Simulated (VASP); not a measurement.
Band structure of TiO2 (rutile). These are RPBE GGA, VASP's PBE PAW potentials (set 64) (plane waves; VASP) values and carry that method's errors.

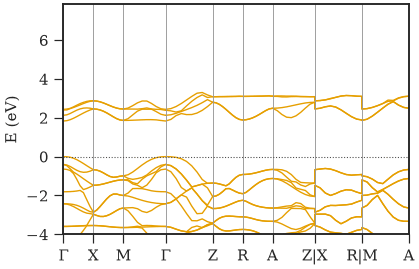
Bands along high-symmetry lines, zero at the valence-band maximum or, without a gap, the Fermi level

**Question.** Read the plot: is there a gap, and where are the band edges?

**Answer.** The gap is direct, 1.83 eV, from the valence maximum at Γ to the conduction minimum at Γ. (Edges off the drawn lines would not show.)

The compound is TiO2 in the rutile structure. It was relaxed first, which changed the volume by +5 %.
